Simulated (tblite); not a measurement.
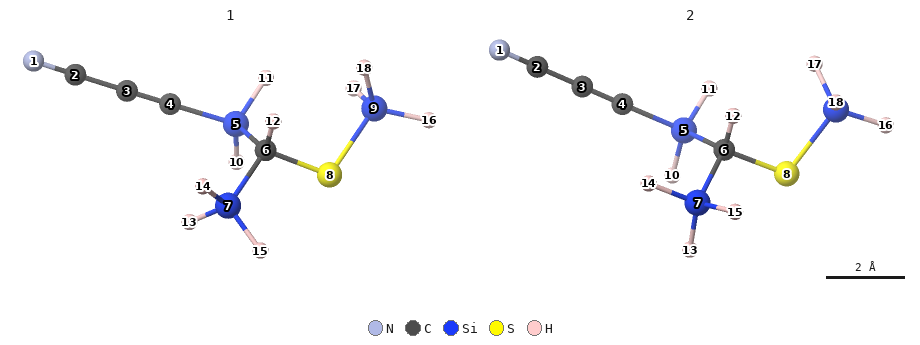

Two geometries of C₄H₉NSSi₃, drawn at one scale. One is the start of a relaxation, the other its converged end. The picture is a ball-and-stick view, seen from a free direction.

All numbers below come from GFN2-xTB geometry optimisation, gas phase (tblite 0.8.0). 

**Which geometry has the lower energy?**

Structure 2 is the relaxed one. H15 moves most after the best rigid fit: 1.30 Å. By element the largest moves are H 1.30 Å, S 0.62 Å, Si 0.55 Å, N 0.50 Å, C 0.45 Å. Near-neighbour distances that change, for instance: C2–C3 1.428 → 1.363 Å, Si5–C6 1.846 → 1.903 Å, C6–Si7 1.861 → 1.909 Å, C4–Si5 1.822 → 1.855 Å. Among the angles between lasting bonds that change: S8–Si9–H16 112.4° → 103.6°, C6–S8–Si9 106.5° → 100.7°, Si5–C6–Si7 112.1° → 117.7°. Groups turn about C6–Si7 by about 45°, C6–S8 by about 40°. After 179 geometry steps the energy has fallen by 0.437 eV. The run took 1.8 s on 1 thread of Arm Neoverse V2 (shared host).
